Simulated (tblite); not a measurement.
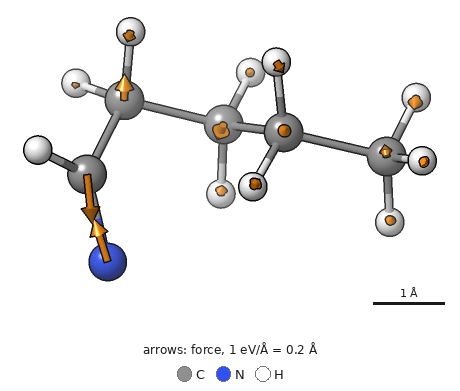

Starting geometry of C₅H₁₀N (multiplicity 2) with the computed forces as orange arrows. The picture is a ball-and-stick view, seen from a free direction.

These are results of GFN2-xTB geometry optimisation, gas phase in tblite 0.8.0, not measurements. 

Is this structure relaxed? If not, where do the atoms go?

Answer. It isn't relaxed: the largest force vector, on a C atom, is 3.61 eV/Å. The final displacements have little in common with the starting forces (cosine between the two patterns 0.23). The energy falls by 0.545 eV in 112 geometry steps. The N atom moves most after the best rigid fit: 1.02 Å. Largest moves by element: N 1.02 Å, H 0.99 Å, C 0.13 Å. Near-neighbour distances that change, for instance: C–N 1.270 → 1.223 Å, C–H 1.136 → 1.094 Å, C–C 1.499 → 1.522 Å, C–H 1.125 → 1.109 Å. Among the angles between lasting bonds that change: H–C–H 114.6° → 108.4°, C–C–H 105.1° → 110.5°, C–C–C 106.5° → 111.7°. Groups turn about C–C by about 55°. The run took 0.54 s on 1 thread of Arm Neoverse V1 (shared host).
